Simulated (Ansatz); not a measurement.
# Convergence study of the k-point mesh for Cl (Cm, 4 atoms in the cell)

```
CELL_PARAMETERS angstrom
      2.24672    -3.12936     0.00000
      2.24672     3.12936     0.00000
      0.00000     0.00000     8.28478
ATOMIC_POSITIONS crystal
  Cl 0.87700 0.87700 0.90304
  Cl 0.62300 0.62300 0.39700
  Cl 0.37700 0.37700 0.60300
  Cl 0.12300 0.12300 0.10300
```

Computed with PBEsol, default PAW files made with PBE (plane waves; Ansatz, an electronic-structure program).

Base settings: basis.ecutwfc = 420 eV; kpoints.mp_grid.grid = 7 7 3; hamiltonian.xc = pbesol; hamiltonian.pseudopotentials = {kind: paw} (the program's default PAW files); scf.occupations.method = fermi_dirac; scf.occupations.width = 0.01 eV.

The second cell is the first with its lattice scaled by 0.98.

Only quantities that move along the ladder and can be compared are tabulated.

The count of work is k-points × plane waves × bands × iterations; it is no time. Core times come from one kind of shared machine, to one figure; runs under 30 s give none.

The starting cell has typed, rounded lattice constants, without a prior relaxation at this level. Its lattice was rescaled by up to half a per cent. One atom was moved a little off its site on purpose. Ansatz's pressure includes its estimate of the finite-basis (Pulay) stress.

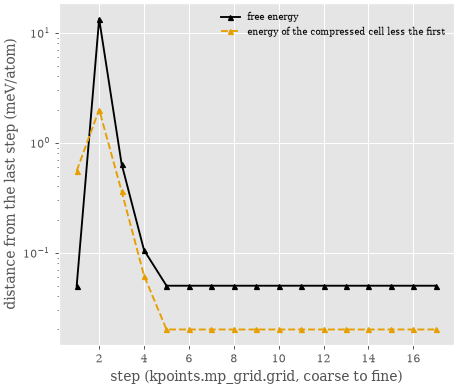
Fig. 1. Distance from the last step along the ladder; very small values are drawn at a floor.

| kpoints.mp_grid.grid | free energy less the last step's (meV/atom) | energy of the compressed cell less the first (meV/atom) | pressure (GPa) | largest difference of a force vector from the last step's (eV/Å) | gap on the mesh (eV) | count of work / last | core time / last (rough) |
|---|---|---|---|---|---|---|---|
| 2 2 1 | 0.03 | 0.83 | -0.75 | 0.089 | 2.399 | 0.0032 | – |
| 3 3 1 | -13.35 | -0.61 | -0.88 | 0.088 | 2.399 | 0.0042 | – |
| 3 3 2 | -0.64 | 1.03 | -0.74 | 0.015 | 2.395 | 0.0084 | – |
| 4 4 2 | -0.11 | 1.33 | -0.72 | 0.003 | 2.378 | 0.015 | – |
| 5 5 2 | 0.03 | 1.39 | -0.71 | 0.001 | 2.395 | 0.019 | – |
| 5 5 3 | -0.02 | 1.37 | -0.71 | 0.000 | 2.395 | 0.025 | – |
| 6 6 3 | 0.00 | 1.39 | -0.71 | 0.000 | 2.395 | 0.036 | – |
| 7 7 3 | 0.00 | 1.39 | -0.71 | 0.000 | 2.395 | 0.046 | – |
| 8 8 4 | 0.00 | 1.39 | -0.71 | 0.000 | 2.378 | 0.082 | – |
| 9 9 4 | 0.00 | 1.39 | -0.71 | 0.000 | 2.391 | 0.100 | – |
| 10 10 5 | 0.00 | 1.39 | -0.71 | 0.000 | 2.394 | 0.15 | – |
| 11 11 5 | 0.00 | 1.39 | -0.71 | 0.000 | 2.391 | 0.18 | – |
| 12 12 5 | 0.00 | 1.39 | -0.71 | 0.000 | 2.394 | 0.21 | – |
| 13 13 6 | 0.00 | 1.39 | -0.71 | 0.000 | 2.383 | 0.29 | 0.3 |
| 14 14 7 | 0.00 | 1.39 | -0.71 | 0.000 | 2.384 | 0.39 | 0.5 |
| 16 16 7 | 0.00 | 1.39 | -0.71 | 0.000 | 2.382 | 0.51 | 0.6 |
| 18 18 8 | 0.00 | 1.39 | -0.71 | 0.000 | 2.373 | 0.73 | 0.8 |
| 20 20 9 | 0.00 | 1.39 | -0.71 | 0.000 | 2.378 | 1.0 | 1 |

Coarsest kpoints.mp_grid.grid that holds the free energy within 5 meV/atom of the last step, with all finer ones: 3 3 2, at 0.0084 of the last step's count of work; the step before is off by 13 meV/atom.

Coarsest kpoints.mp_grid.grid that holds the forces within 0.005 eV/Å of the last step, with all finer ones: 4 4 2, at 0.015 of the last step's count of work; the step before is off by 0.015 eV/Å.

The gap on the mesh jumps up and down from mesh to mesh; it is no smooth measure of convergence.

Keys are those of Ansatz 0.2.
